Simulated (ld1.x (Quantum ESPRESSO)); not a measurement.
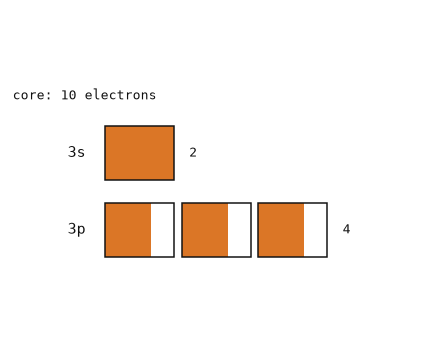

Figure 1. The valence shells of the reference configuration: a box for each of the 2l + 1 orbitals, shaded by the share of the shell that is filled, with the electron count at the right.

## Run report: S, pseudopotential generation (part 1 of 2)

System: sulfur (S, Z = 16), core [Ne], reference valence 3s2 3p4, valence charge 6.
Method: TM potential, PBE, scalar-relativistic, made with ld1.x (Quantum ESPRESSO) 7.5.

## Results in brief

- outcome: generated, with a ghost state
- cutoffs needed: 25 Ry and 70 Ry (the cutoffs, on a coarse ladder, from which the occupation-weighted sum of valence levels, in a spherical-Bessel basis at the reference potential, stays within 10 and 1 mRy of its value at 400 Ry); ghost states and empty shells don't enter this sum
- ghost test: ghost state below the valence levels: s at -25.0 eV (spherical-Bessel basis up to 400 Ry, 20 bohr box)
- configuration tests: 2 of 7 tests not solved
- largest excitation error among the tests solved: -4.6 meV (all-electron minus pseudo) for 3s2 3p3
- range over which the phases arctan(r u′/u) at the test radius agree within 0.05 rad (a looser test near the poles than one of phase shifts): s: from about -1.7 Ry upwards; p: up to about 3.7 Ry; d: over the whole range computed
- hardware: 1 CPU thread, shared host
- wall time: 3.9 s

## Remarks

The potential has a bound ghost state, so it can't be used as it stands.

## Input
```
 &input
   title='S', zed=16., rel=1, dft='PBE', iswitch=3,
   config='[Ne] 3s2 3p4 3d-2',
   nld=3, rlderiv=1.55, eminld=-3.0, emaxld=5.0, deld=0.02
 /
 &inputp
   pseudotype=2, tm=.true., lloc=2,
   nlcc=.true., rcore=1.10,
   file_pseudopw='S.UPF', file_wfcaegen='ae.wfc', file_wfcncgen='nc.wfc', file_beta='beta', file_chi='chi'
 /
3
3S  1  0   2.00   0.00  1.35  1.35  0.0
3P  2  1   4.00   0.00  1.40  1.40  0.0
3D  3  2  -2.00   0.10  1.10  1.10  0.0
 &test
   configts(1)='3s2 3p4'
 /
```

## Input of the test run
```
 &input
   title='S', zed=16., rel=1, dft='PBE', iswitch=2,
   config='[Ne] 3s2 3p4 3d-2'
 /
 &test
   file_pseudo='S.UPF', nconf=8,
   configts(1)='3s2 3p4',
   configts(2)='3s2 3p3',
   configts(3)='3s2 3p2',
   configts(4)='3s2 3p1',
   configts(5)='3s1 3p5',
   configts(6)='3s0 3p6',
   configts(7)='3s1 3p4',
   configts(8)='3s2 3p3.5'
 /
```

Launched with:
```bash
ld1.x < S.in > S.out
```

## The program's output
```
     Program LD1 v.7.5
     --------------------------- All-electron run ----------------------------

     S
     scalar relativistic calculation

     atomic number is 16.00
     dft =PBE   lsd =0 sic =0 latt =0  beta=0.20 tr2=1.0E-14
     Exchange-correlation= PBE
                           (   1   4   3   4   0   0   0)
     mesh =1151 r(mesh) =  99.72449 a.u. xmin = -7.00 dx = 0.01250
     1 Ry =  13.60569312 eV, c = 137.03599908

     n l     nl                  e(Ry)          e(Ha)          e(eV)
     1 0     1S 1( 2.00)      -176.8331       -88.4165     -2405.9365
     2 0     2S 1( 2.00)       -15.5603        -7.7802      -211.7088
     2 1     2P 1( 6.00)       -11.5030        -5.7515      -156.5061
     3 0     3S 1( 2.00)        -1.2683        -0.6342       -17.2564
     3 1     3P 1( 4.00)        -0.5151        -0.2576        -7.0088

     final scf error:  9.0E-15 reached in  24 iterations

     Etot =    -798.093271 Ry,    -399.046635 Ha,  -10858.612127 eV

     Ekin =     801.127733 Ry,     400.563866 Ha,   10899.898083 eV
     Encl =   -1902.852675 Ry,    -951.426338 Ha,  -25889.629557 eV
     Eh   =     354.564312 Ry,     177.282156 Ha,    4824.093224 eV
     Exc  =     -50.932641 Ry,     -25.466320 Ha,    -692.973877 eV

     normalization and overlap integrals

     s(1S/1S) =  1.000000  <r> =   0.0969  <r2> =    0.0126  r(max) =   0.0633
     s(2S/2S) =  1.000000  <r> =   0.4790  <r2> =    0.2731  r(max) =   0.3877
     s(2P/2P) =  1.000000  <r> =   0.4425  <r2> =    0.2449  r(max) =   0.3254
     s(3S/3S) =  1.000000  <r> =   1.6944  <r2> =    3.3424  r(max) =   1.4048
     s(3P/3P) =  1.000000  <r> =   2.0716  <r2> =    5.1763  r(max) =   1.6119

     ------------------------ End of All-electron run ------------------------

     --------------------- Generating NC pseudopotential ---------------------

      Generating local pot.: lloc=2, matching radius rcloc =   1.1000

      Computing core charge for nlcc:

       r > 1.11 : true rho core
       r < 1.11 : rho core = a sin(br)/r    a=   1.41  b=   2.51

      Integrated core pseudo-charge :   0.75

      Wfc   3S  rcut= 1.353  Using Troullier-Martins method

      Wfc   3P  rcut= 1.387  Using Troullier-Martins method

     ------------------- End of pseudopotential generation -------------------

     --------------------------- All-electron run ----------------------------

     S
     scalar relativistic calculation

     atomic number is 16.00
     dft =PBE   lsd =0 sic =0 latt =0  beta=0.20 tr2=1.0E-14
     Exchange-correlation= PBE
                           (   1   4   3   4   0   0   0)
     mesh =1151 r(mesh) =  99.72449 a.u. xmin = -7.00 dx = 0.01250
     1 Ry =  13.60569312 eV, c = 137.03599908

     n l     nl                  e(Ry)          e(Ha)          e(eV)
     1 0     1S 1( 2.00)      -176.8331       -88.4165     -2405.9365
     2 0     2S 1( 2.00)       -15.5603        -7.7802      -211.7088
     2 1     2P 1( 6.00)       -11.5030        -5.7515      -156.5061
     3 0     3S 1( 2.00)        -1.2683        -0.6342       -17.2564
     3 1     3P 1( 4.00)        -0.5151        -0.2576        -7.0088

     final scf error:  9.0E-15 reached in  24 iterations

     Etot =    -798.093271 Ry,    -399.046635 Ha,  -10858.612127 eV

     Ekin =     801.127733 Ry,     400.563866 Ha,   10899.898083 eV
     Encl =   -1902.852675 Ry,    -951.426338 Ha,  -25889.629557 eV
     Eh   =     354.564312 Ry,     177.282156 Ha,    4824.093224 eV
     Exc  =     -50.932641 Ry,     -25.466320 Ha,    -692.973877 eV

     normalization and overlap integrals

     s(1S/1S) =  1.000000  <r> =   0.0969  <r2> =    0.0126  r(max) =   0.0633
     s(2S/2S) =  1.000000  <r> =   0.4790  <r2> =    0.2731  r(max) =   0.3877
     s(2P/2P) =  1.000000  <r> =   0.4425  <r2> =    0.2449  r(max) =   0.3254
     s(3S/3S) =  1.000000  <r> =   1.6944  <r2> =    3.3424  r(max) =   1.4048
     s(3P/3P) =  1.000000  <r> =   2.0716  <r2> =    5.1763  r(max) =   1.6119

     ------------------------ End of All-electron run ------------------------

     Computing logarithmic derivative in   1.54293
     Computing logarithmic derivative in   1.54293
     Computing the partial wave expansion
     R is outside the sphere for l=    0 j= 0.00
     R is outside the sphere for l=    1 j= 0.00
       no projector for channel:   2

     ---------------------- Testing the pseudopotential ----------------------

     S
     scalar relativistic calculation

     atomic number is 16.00   valence charge is  6.00
     dft =PBE   lsd =0 sic =0 latt =0  beta=0.20 tr2=1.0E-14
     mesh =1151 r(mesh) =  99.72449 xmin = -7.00 dx = 0.01250

     n l     nl             e AE (Ry)        e PS (Ry)    De AE-PS (Ry)
     1 0     3S   1( 2.00)       -1.26832       -1.26833        0.00001
     2 1     3P   1( 4.00)       -0.51514       -0.51513       -0.00000

     eps = 1.5E-16  iter =  4

     Etot =    -798.093271 Ry,    -399.046635 Ha,  -10858.612127 eV
     Etotps =   -20.897282 Ry,     -10.448641 Ha,    -284.322000 eV

     Ekin =       7.254817 Ry,       3.627409 Ha,      98.706817 eV
     Encl =     -44.650014 Ry,     -22.325007 Ha,    -607.494384 eV
     Ehrt =      16.777194 Ry,       8.388597 Ha,     228.265355 eV
     Ecxc =      -5.094970 Ry,      -2.547485 Ha,     -69.320595 eV
     (Ecc =      -0.658961 Ry,      -0.329480 Ha,      -8.965617 eV)
     Epseu=       4.815690 Ry,       2.407845 Ha,      65.520806 eV

     ---------------------- End of pseudopotential test ----------------------
```

## Output of the test run (extracts)
```
     ---------------------- Testing the pseudopotential ----------------------

     S
     scalar relativistic calculation

     atomic number is 16.00   valence charge is  6.00
     dft =PBE   lsd =0 sic =0 latt =0  beta=0.20 tr2=1.0E-14
     mesh =1151 r(mesh) =  99.72449 xmin = -7.00 dx = 0.01250

     n l     nl             e AE (Ry)        e PS (Ry)    De AE-PS (Ry)
     1 0     3S   1( 2.00)       -1.26832       -1.26833        0.00001
     2 1     3P   1( 4.00)       -0.51514       -0.51513       -0.00000

     eps = 1.8E-16  iter =  4

     Etot =    -798.093271 Ry,    -399.046635 Ha,  -10858.612127 eV
     Etotps =   -20.897282 Ry,     -10.448641 Ha,    -284.322000 eV

     Ekin =       7.254817 Ry,       3.627409 Ha,      98.706817 eV
     Encl =     -44.650014 Ry,     -22.325007 Ha,    -607.494383 eV
     Ehrt =      16.777194 Ry,       8.388597 Ha,     228.265355 eV
     Ecxc =      -5.094970 Ry,      -2.547485 Ha,     -69.320595 eV
     (Ecc =      -0.658961 Ry,      -0.329480 Ha,      -8.965617 eV)
     Epseu=       4.815690 Ry,       2.407845 Ha,      65.520806 eV

     ---------------------- End of pseudopotential test ----------------------

     ---------------------- Testing the pseudopotential ----------------------

     S
     scalar relativistic calculation

     atomic number is 16.00   valence charge is  6.00
     dft =PBE   lsd =0 sic =0 latt =0  beta=0.20 tr2=1.0E-14
     mesh =1151 r(mesh) =  99.72449 xmin = -7.00 dx = 0.01250

     n l     nl             e AE (Ry)        e PS (Ry)    De AE-PS (Ry)
     1 0     3S   1( 2.00)       -2.03078       -2.03161        0.00084
     2 1     3P   1( 3.00)       -1.23448       -1.23519        0.00072

     eps = 5.6E-15  iter = 14

     Etot =    -797.228268 Ry,    -398.614134 Ha,  -10846.843170 eV
     Etotps =   -20.031944 Ry,     -10.015972 Ha,    -272.548482 eV
     dEtot_ae =       0.865002 Ry
     dEtot_ps =       0.865338 Ry,   Delta E=      -0.000335 Ry

     Ekin =       6.736030 Ry,       3.368015 Ha,      91.648358 eV
     Encl =     -39.339287 Ry,     -19.669644 Ha,    -535.238272 eV
     Ehrt =      12.556351 Ry,       6.278175 Ha,     170.837853 eV
     Ecxc =      -4.469971 Ry,      -2.234985 Ha,     -60.817053 eV
     (Ecc =      -0.658961 Ry,      -0.329480 Ha,      -8.965617 eV)
     Epseu=       4.484934 Ry,       2.242467 Ha,      61.020631 eV

     ---------------------- End of pseudopotential test ----------------------

     ---------------------- Testing the pseudopotential ----------------------

     S
     scalar relativistic calculation

     atomic number is 16.00   valence charge is  6.00
     dft =PBE   lsd =0 sic =0 latt =0  beta=0.20 tr2=1.0E-14
     mesh =1151 r(mesh) =  99.72449 xmin = -7.00 dx = 0.01250

     n l     nl             e AE (Ry)        e PS (Ry)    De AE-PS (Ry)
     1 0     3S   1( 2.00)       -2.89551       -2.90351        0.00801  !
     2 1     3P   1( 2.00)       -2.05644       -2.03989       -0.01655  !

     eps = 7.9E-15  iter = 22

     Etot =    -795.590456 Ry,    -397.795228 Ha,  -10824.559602 eV
     Etotps =   -10.545774 Ry,      -5.272887 Ha,    -143.482567 eV
     dEtot_ae =       2.502814 Ry
     dEtot_ps =      10.351507 Ry,   Delta E=      -7.848693 Ry

     Ekin =      -9.886814 Ry,      -4.943407 Ha,    -134.516951 eV
     Encl =       0.000000 Ry,       0.000000 Ha,       0.000000 eV
     Ehrt =       0.000000 Ry,       0.000000 Ha,       0.000000 eV
     Ecxc =      -0.658961 Ry,      -0.329480 Ha,      -8.965617 eV
     (Ecc =      -0.658961 Ry,      -0.329480 Ha,      -8.965617 eV)

     ---------------------- End of pseudopotential test ----------------------

     ---------------------- Testing the pseudopotential ----------------------

     S
     scalar relativistic calculation

     atomic number is 16.00   valence charge is  6.00
     dft =PBE   lsd =0 sic =0 latt =0  beta=0.20 tr2=1.0E-14
     mesh =1151 r(mesh) =  99.72449 xmin = -7.00 dx = 0.01250

     n l     nl             e AE (Ry)        e PS (Ry)    De AE-PS (Ry)
     1 0     3S   1( 2.00)       -3.83970       -4.61872        0.77902  !
     2 1     3P   1( 1.00)       -2.96012       -4.98403        2.02391  !

     eps = 4.3E-15  iter = 18

     Etot =    -793.088429 Ry,    -396.544214 Ha,  -10790.517782 eV
     Etotps =   -15.387156 Ry,      -7.693578 Ha,    -209.352924 eV
     dEtot_ae =       5.004842 Ry
     dEtot_ps =       5.510125 Ry,   Delta E=      -0.505283 Ry

     Ekin =      -6.740251 Ry,      -3.370126 Ha,     -91.705788 eV
     Encl =      -9.433600 Ry,      -4.716800 Ha,    -128.350671 eV
     Ehrt =       0.598923 Ry,       0.299461 Ha,       8.148759 eV
     Ecxc =      -1.328806 Ry,      -0.664403 Ha,     -18.079327 eV
     (Ecc =      -0.658961 Ry,      -0.329480 Ha,      -8.965617 eV)
     Epseu=       1.516579 Ry,       0.758289 Ha,      20.634104 eV

     ---------------------- End of pseudopotential test ----------------------

     ---------------------- Testing the pseudopotential ----------------------

     S
     scalar relativistic calculation

     atomic number is 16.00   valence charge is  6.00
     dft =PBE   lsd =0 sic =0 latt =0  beta=0.20 tr2=1.0E-14
     mesh =1151 r(mesh) =  99.72449 xmin = -7.00 dx = 0.01250

     n l     nl             e AE (Ry)        e PS (Ry)    De AE-PS (Ry)
     1 0     3S   1( 1.00)       -1.31802       -1.31816        0.00015
     2 1     3P   1( 5.00)       -0.55568       -0.55570        0.00002

     eps = 4.3E-15  iter =  9

     Etot =    -797.335435 Ry,    -398.667718 Ha,  -10848.301247 eV
     Etotps =   -20.139303 Ry,     -10.069651 Ha,    -274.009176 eV
     dEtot_ae =       0.757836 Ry
     dEtot_ps =       0.757979 Ry,   Delta E=      -0.000143 Ry

     Ekin =       8.040324 Ry,       4.020162 Ha,     109.394179 eV
     Encl =     -43.915230 Ry,     -21.957615 Ha,    -597.497146 eV
     Ehrt =      16.505119 Ry,       8.252560 Ha,     224.563588 eV
     Ecxc =      -5.019133 Ry,      -2.509567 Ha,     -68.288788 eV
     (Ecc =      -0.658961 Ry,      -0.329480 Ha,      -8.965617 eV)
     Epseu=       4.249617 Ry,       2.124809 Ha,      57.818991 eV

     ---------------------- End of pseudopotential test ----------------------

     ---------------------- Testing the pseudopotential ----------------------

     S
     scalar relativistic calculation

     atomic number is 16.00   valence charge is  6.00
     dft =PBE   lsd =0 sic =0 latt =0  beta=0.20 tr2=1.0E-14
     mesh =1151 r(mesh) =  99.72449 xmin = -7.00 dx = 0.01250

     n l     nl             e AE (Ry)        e PS (Ry)    De AE-PS (Ry)
     1 0     3S   1( 0.00)       -1.36416       -1.36332       -0.00085
     2 1     3P   1( 6.00)       -0.59357       -0.59310       -0.00047

     eps = 9.2E-15  iter = 12

     Etot =    -796.568914 Ry,    -398.284457 Ha,  -10837.872201 eV
     Etotps =   -19.372861 Ry,      -9.686430 Ha,    -263.581197 eV
     dEtot_ae =       1.524356 Ry
     dEtot_ps =       1.524421 Ry,   Delta E=      -0.000064 Ry

     Ekin =       8.802352 Ry,       4.401176 Ha,     119.762100 eV
     Encl =     -43.339773 Ry,     -21.669887 Ha,    -589.667652 eV
     Ehrt =      16.262550 Ry,       8.131275 Ha,     221.263261 eV
     Ecxc =      -4.951960 Ry,      -2.475980 Ha,     -67.374842 eV
     (Ecc =      -0.658961 Ry,      -0.329480 Ha,      -8.965617 eV)
     Epseu=       3.853970 Ry,       1.926985 Ha,      52.435937 eV
```

(Continued in part 2.)
